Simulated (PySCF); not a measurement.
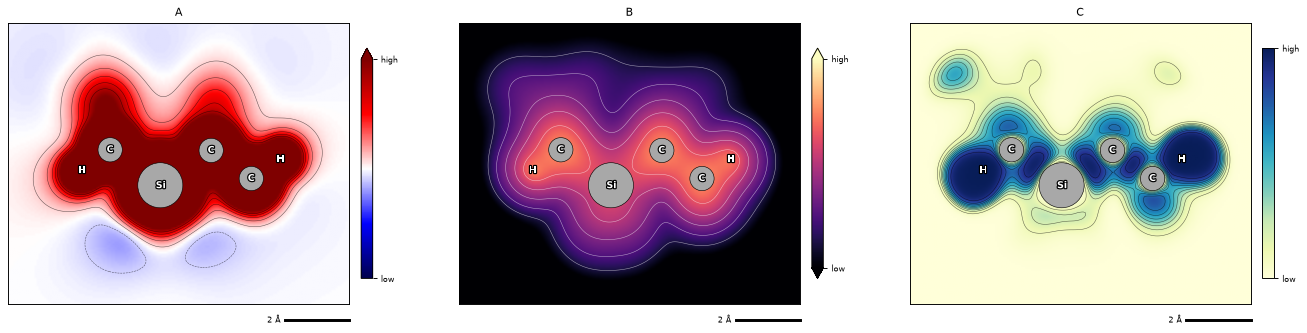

C$_{3}$H$_{16}$N$_{2}$Si$_{3}$: 3 fields on the plane of atoms C2, Si4 and C7, with unlabelled colour scales. Grey discs cover the atomic cores.

Geometry: GFN2-xTB.

Theory: PySCF, PBE0/pcSseg-1, SCF density, gas phase, non-relativistic.

The panels show electron density, electron localisation function and electrostatic potential in some order. Assign them.

Panel A: electrostatic potential (strongly positive close to the atoms and fading to about zero outside). Panel B: electron density. Panel C: electron localisation function. From the grid: C–C (1.53 Å): ρ is about 1.6 e/Å³ halfway; the ELF peaks at about 0.95 between the atoms (localised, covalent bonding). C–Si (1.91 Å): ρ is about 0.91 e/Å³ halfway; the ELF peaks at about 0.95 between the atoms, as expected for localised, covalent bonding.
